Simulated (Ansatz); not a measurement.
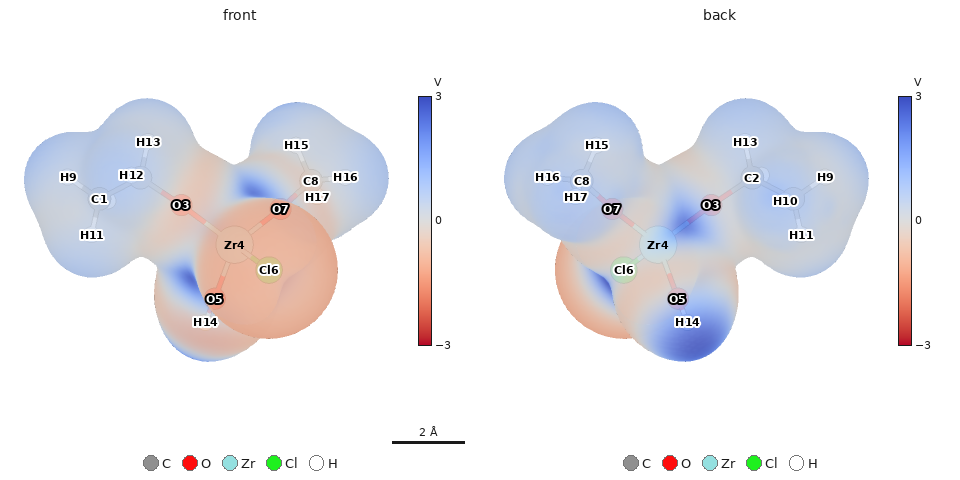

Figure 1: C3H9ClO3Zr (SMILES CC[O][Zr]([OH])([Cl])[O]C). The electrostatic potential painted on the density surface at 0.002 e/bohr³, seen from the front and from behind; red is negative and blue positive.

Geometry: PBE0-D4/def2-TZVP; core potentials replace the inner electrons of Zr.

Method: Ansatz 0.2.0, RKS PBE0-D4/def2-TZVPP.

Input file:

```
crystal:
  periodic: [false, false, false]
  atoms:
    - {symbol: C, position_ang: [2.545307, 1.166888, 0.838094]}
    - {symbol: C, position_ang: [1.113777, 1.404700, 1.263875]}
    - {symbol: O, position_ang: [0.212357, 0.985252, 0.284950]}
    - {symbol: Zr, position_ang: [-0.860383, 0.262446, -1.113687]}
    - {symbol: O, position_ang: [0.252693, -0.288522, -2.574901]}
    - {symbol: Cl, position_ang: [-2.401794, 1.934953, -1.843341]}
    - {symbol: O, position_ang: [-1.840740, -1.225170, -0.437640]}
    - {symbol: C, position_ang: [-2.472730, -2.326978, 0.124559]}
    - {symbol: H, position_ang: [3.234620, 1.507339, 1.614817]}
    - {symbol: H, position_ang: [2.724092, 0.103518, 0.662151]}
    - {symbol: H, position_ang: [2.768258, 1.710277, -0.082797]}
    - {symbol: H, position_ang: [0.947236, 2.471313, 1.456581]}
    - {symbol: H, position_ang: [0.900299, 0.868816, 2.197029]}
    - {symbol: H, position_ang: [0.823154, -0.684334, -3.225816]}
    - {symbol: H, position_ang: [-2.182577, -2.445283, 1.173786]}
    - {symbol: H, position_ang: [-3.559381, -2.204287, 0.077770]}
    - {symbol: H, position_ang: [-2.204179, -3.240929, -0.415449]}
basis:
  gaussian: {orbitals: def2-TZVPP}
hamiltonian: {xc: pbe0, dispersion: d4}
output: {orbitals: {seedname: orbitals}}
```

Run with:

```sh
ansatz run in.yaml --threads 2 --pin off --events-out ev --progress --plain --max-ram 22528MiB --backend cuda --devices 0, --max-vram 18GiB
```

> Which sites attract a positive test charge, and which a negative one?

A positive charge is drawn to the negative regions and a negative charge to the positive ones. The most negative region (about −1.0 V) lies over Cl6, the most positive (about +2.5 V) over Zr4 and H14.
